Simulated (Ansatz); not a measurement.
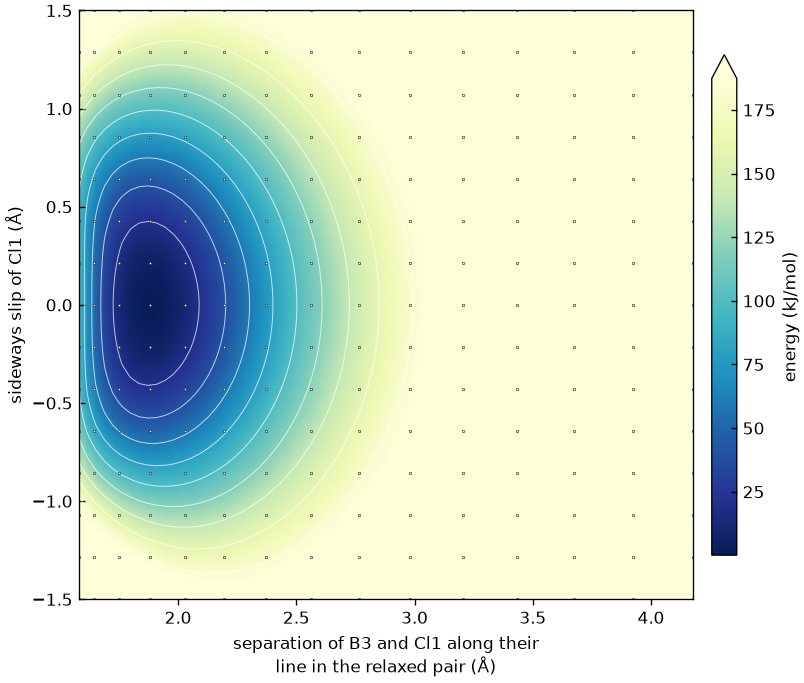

BCl₄, charge −1. Coordinates scanned: (1) separation of B3 and Cl1 along their line in the relaxed pair; (2) sideways slip of Cl1. Nothing is relaxed (both partners rigid). The scan uses a 15 × 15 grid. Points are written as (first, second). Energies: kJ/mol, counted from the lowest grid point. The calculation used RKS PBE-D4/def2-SVPD (Ansatz).

The picture shows a smooth colour map with a few white contour lines, dots at the grid points, one colour for all values above the top of the scale. Between grid points the surface is interpolated.

> Where is the minimum, and how stiff is the well along each coordinate?

The interpolated minimum is at the first coordinate ≈ 1.880 Å, sideways slip of Cl1 ≈ 0.000 Å. The curvatures there are about 13 eV/Å² and 2.4 eV/Å², with a cross term of about 0 eV/Å². Round the minimum the two coordinates are nearly uncoupled. (1 eV is 96.5 kJ/mol.)
